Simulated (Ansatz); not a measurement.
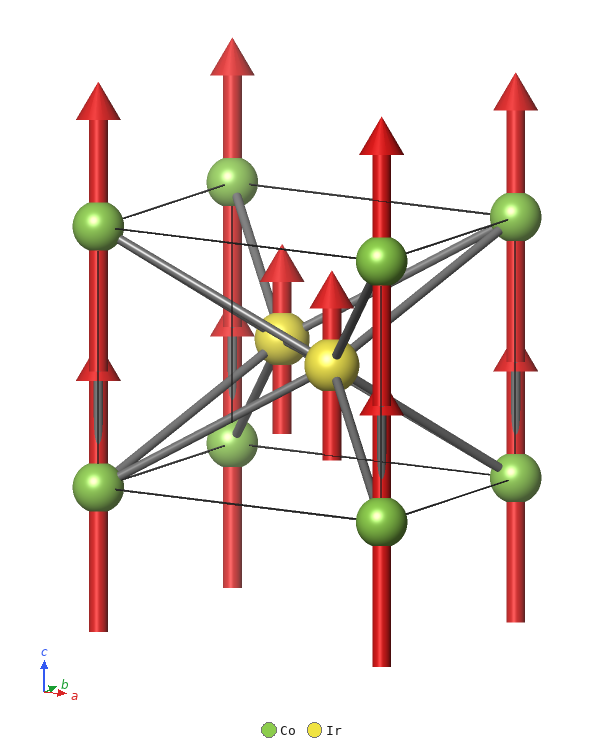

Shown here is a ball-and-stick view of the crystal, taken slightly off an axis. Atoms at the boundary of the simulation cell (the box) are drawn once for each face, edge or corner they touch. Arrows are the site magnetic moments above 0.25 μB; longer means larger, and red and blue are up and down (without spin-orbit coupling the axis itself is arbitrary).

This is the state reached for CoIr2. The calculation used DFT PBE, scalar-relativistic, plane waves, PAW in Ansatz, with a kinetic-energy cutoff of 420 eV, k-grid 12×12×18, Gaussian smearing of 0.1 eV, collinear spins.

### How are the moments ordered?

Ferromagnetic (within this cell). Site moments: 1 Co +1.9 μB and 2 Ir +0.3 μB. The net spin moment of the whole cell is 2.4 μB.

It derives from a textbook structure type filled with these elements (whether it is the usual form wasn't checked). What is shown is the relaxed result from Ansatz 0.2.0, DFT PBE, scalar-relativistic, plane waves, PAW.
